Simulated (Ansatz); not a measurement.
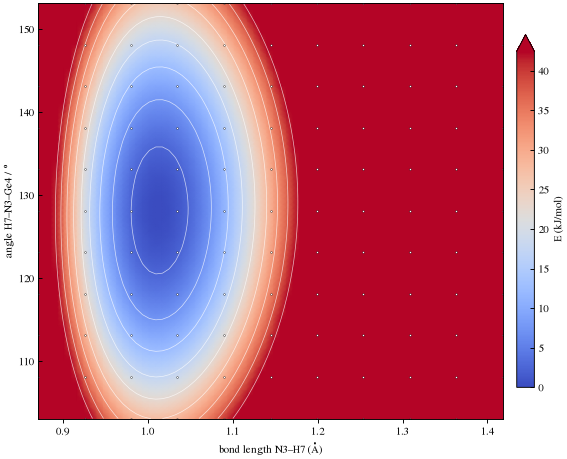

AlGeH5N2, SMILES [NH2][Al]1[NH][GeH2]1. Coordinates scanned: (1) bond length N3–H7; (2) angle H7–N3–Ge4. Nothing is relaxed (all other coordinates rigid). Grid: 11 × 11 points. Points are written as (first, second). All energies are given in kJ/mol relative to the relaxed molecule at the same level. Level of theory: Ansatz 0.2.0, RKS CAM-B3LYP-D4/def2-SVP.

Drawn: a smooth colour map with a few white contour lines, dots at the grid points, one colour for all values above the top of the scale. Between grid points the surface is interpolated.

### Where is the minimum, and how stiff is the well along each coordinate?

The interpolated minimum is at bond length N3–H7 ≈ 1.013 Å, angle H7–N3–Ge4 ≈ 128.1°. The curvatures there are about 46 eV/Å² and 2.9 eV/rad², with a cross term of about −0.3 eV/(Å·rad). Round the minimum the two coordinates are nearly uncoupled. (1 eV is 96.5 kJ/mol.)
